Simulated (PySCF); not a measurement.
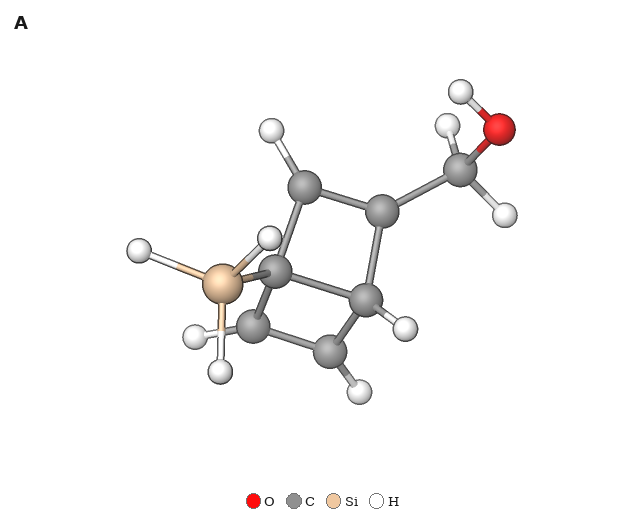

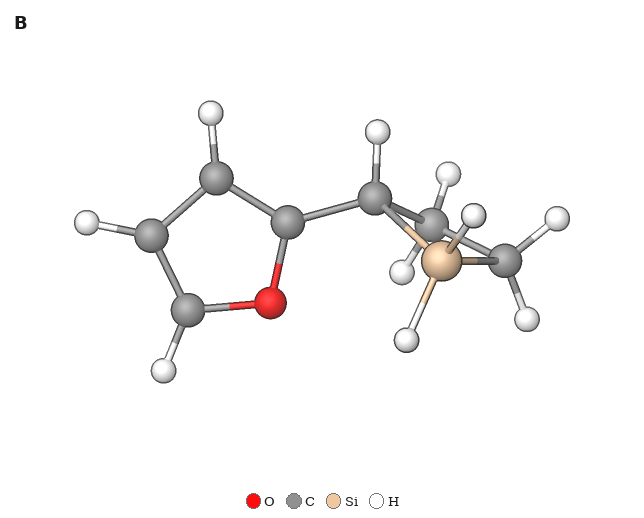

2 stationary structures of one formula. Geometries: GFN2-xTB. Electronic energies: PBE0/pcSseg-1 (PySCF 2.14.0), without zero-point energy. No frequency run is at hand to confirm each as a minimum. Each is one conformer, not always the lowest.

Which structure is the most stable?

B is lowest; A lies 58.6 kcal/mol above it. A is `OCC1=C[C@@]2([SiH3])C=C[C@@H]12`, B is `c1coc([C@@H]2CC[SiH2]2)c1`.

The geometry is semi-empirical. Around Si such bond lengths and angles can be off by a tenth of an ångström or more and by several degrees, and values that hang on the shape move with them.
